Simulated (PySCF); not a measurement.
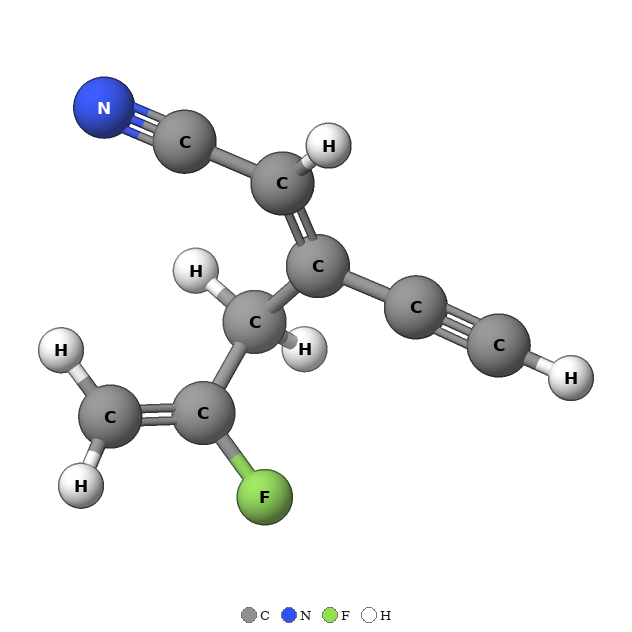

A ball-and-stick model of a molecule. Double and triple bonds are drawn as two and three sticks.

Computed geometry: GFN2-xTB optimisation. No frequency run is at hand to confirm it as a minimum.

> What is the molecular formula?

C₈H₆FN, 16 atoms: 8 carbon, 6 hydrogen, 1 fluorine and 1 nitrogen.

> Write the SMILES.

C#C/C(=C/C#N)CC(=C)F

> Give the symmetry (Schoenflies symbol).

C1.

> Name some functional groups or characteristic bonds that it holds.

Among them: nitrile, alkene, alkyne, C–F bond.

More results for the same structure follow; atom numbers are the same in all pictures, views and colours differ.

Geometry

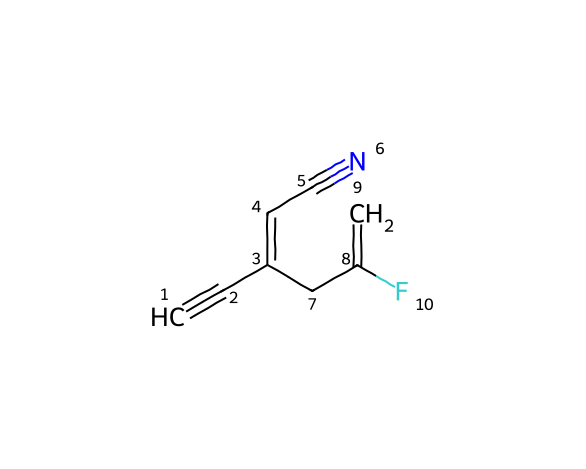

Skeletal drawing with numbered atoms; wedges and dashes mark any stereocentres. The configuration is that of a computed structure (GFN2-xTB).

> What are the Cahn–Ingold–Prelog descriptors?

C3=C4: E.

NMR shielding

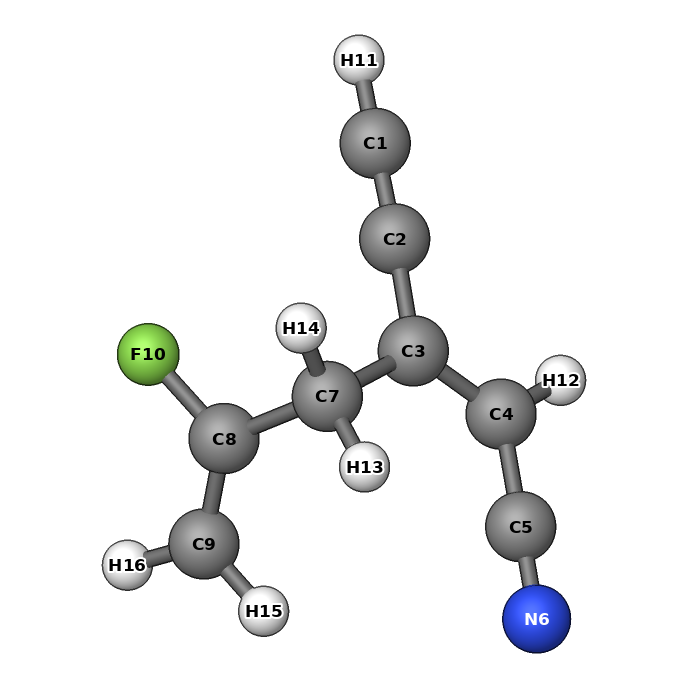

No frequency run is at hand to confirm it as a minimum. Level of theory: GIAO PBE0/pcSseg-1 NMR shielding, non-relativistic, gas phase (PySCF 2.14.0). Principal shieldings σ11 ≤ σ22 ≤ σ33, span Ω = σ33 − σ11, skew κ = 3(σiso − σ22)/Ω.

> Which C atom has the most anisotropic shielding?

C5, with a span of 342 ppm.

Give the shielding tensors of the C atoms.

```json
{"atom": "C1", "σ11": "34.2", "σ22": "39.1", "σ33": "174.6", "σiso": "82.6", "Ω": "140.4", "κ": "0.93"}
{"atom": "C2", "σ11": "−3.0", "σ22": "3.7", "σ33": "299.7", "σiso": "100.2", "Ω": "302.7", "κ": "0.96"}
{"atom": "C3", "σ11": "−95.6", "σ22": "36.4", "σ33": "158.8", "σiso": "33.2", "Ω": "254.4", "κ": "−0.04"}
{"atom": "C4", "σ11": "−32.0", "σ22": "103.6", "σ33": "151.7", "σiso": "74.5", "Ω": "183.7", "κ": "−0.48"}
{"atom": "C5", "σ11": "−49.6", "σ22": "−47.5", "σ33": "292.0", "σiso": "64.9", "Ω": "341.6", "κ": "0.99"}
{"atom": "C7", "σ11": "128.3", "σ22": "144.3", "σ33": "155.6", "σiso": "142.7", "Ω": "27.4", "κ": "−0.17"}
{"atom": "C8", "σ11": "−96.9", "σ22": "61.7", "σ33": "69.8", "σiso": "11.5", "Ω": "166.7", "κ": "−0.90"}
{"atom": "C9", "σ11": "−10.9", "σ22": "114.0", "σ33": "158.2", "σiso": "87.1", "Ω": "169.1", "κ": "−0.48"}
```

Shieldings and span in ppm.

Excitation

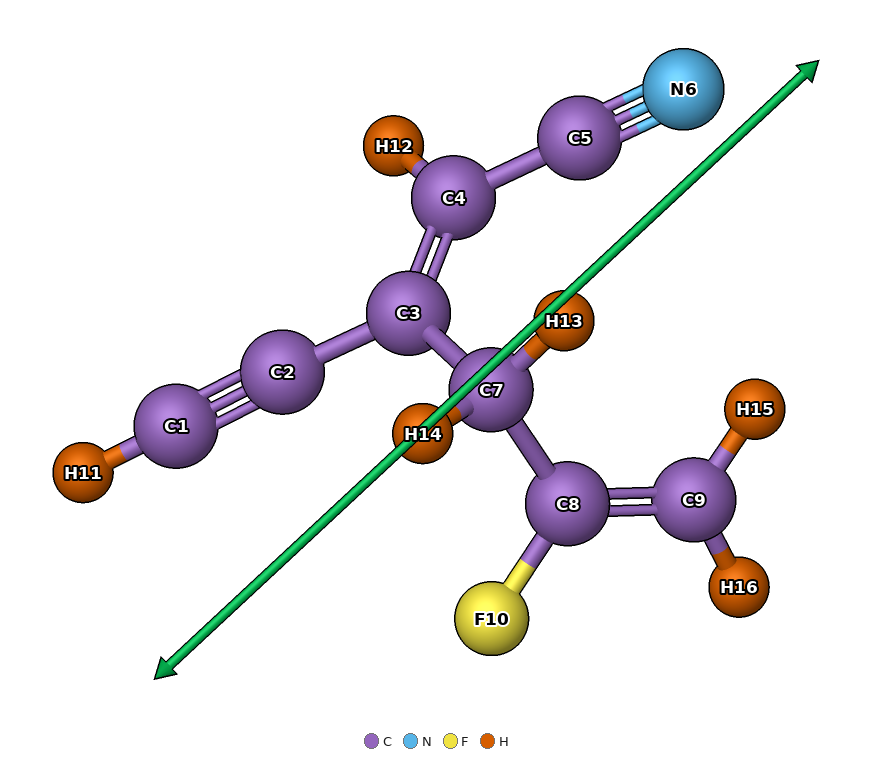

The double arrow shows the direction of the transition dipole to excited singlet state 3 (its length means nothing). No frequency run is at hand to confirm it as a minimum. Properties computed with TDDFT PBE0/def2-SVPD, vertical, gas phase, core orbitals frozen in the response (PySCF 2.14.0).

> How is the transition polarised?

Close to the long direction C1···N6.

> Give its energy, strength and character.

4.99 eV (248 nm), oscillator strength 0.33, mainly HOMO−1 → LUMO (weight 0.55); transition dipole 4.20 D.

Polarisability

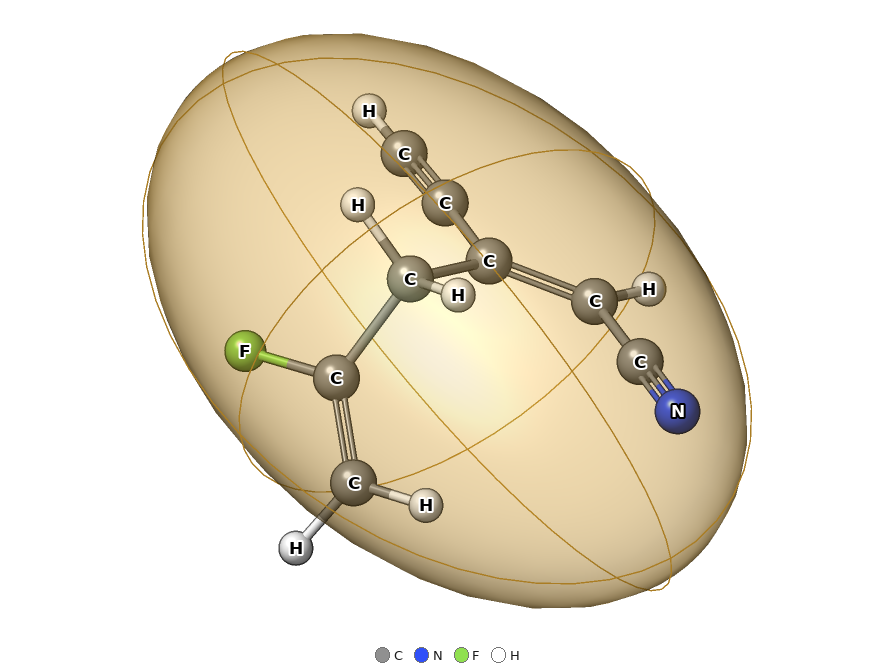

The ellipsoid shows the static dipole polarisability: its half-axes are proportional to the principal values. No frequency run is at hand to confirm it as a minimum. Computed with PBE0/def2-SVPD (PySCF 2.14.0).

> How large and how anisotropic is the polarisability?

Principal values 67.7, 88.9, 148.9 bohr³; mean 101.8 bohr³ (15.09 Å³); anisotropy 72.9 bohr³, so the longest axis is 2.20 times the shortest.
